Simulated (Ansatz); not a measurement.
Input

```
crystal:
  periodic: [false, false, false]
  atoms:
    - { symbol: Al, position_ang: [0.0, 0.0, 0.0] }
    - { symbol: Cl, position_ang: [0.0, 0.0, 2.23] }
    - { symbol: "N", position_ang: [1.6627, 0.0, -0.96] }
    - { symbol: H, position_ang: [2.1293, -0.9179, -1.2118] }
    - { symbol: H, position_ang: [2.1141, 0.9179, -1.2382] }
    - { symbol: "N", position_ang: [-1.6627, 0.0, -0.96] }
    - { symbol: H, position_ang: [-2.3316, -0.8164, -0.8614] }
    - { symbol: H, position_ang: [-1.9118, 0.8164, -1.5886] }
basis:
  gaussian: { orbitals: "6-31G*" }
hamiltonian:
  xc: pbe0
  dispersion: d4
relax:
  f_tol: 0.02
  max_steps: 40
output:
  orbitals: {}
```

Run with:

```sh
ansatz run input.yaml --threads 1 --pin off --max-ram 2048MiB --backend cpu --events-out ev --progress --plain --runs-dir out
```

The fields are those of the run's last geometry, not of the input's.

All numbers below come from Ansatz, RKS PBE0-D4/6-31G*.

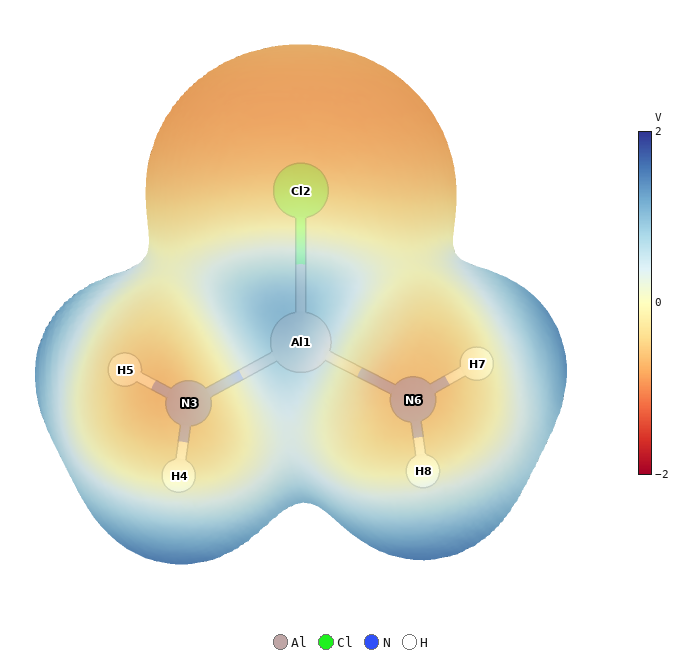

AlClH₄N₂. The electrostatic potential painted on the density surface at 0.001 e/bohr³, seen across its widest extent; red is negative and blue positive.

> Which sites attract a positive test charge, and which a negative one?

A positive charge is drawn to the negative regions and a negative charge to the positive ones. The most negative region (about −0.8 V) lies over Cl2, the most positive (about +1.5 V) over H4 and H8.
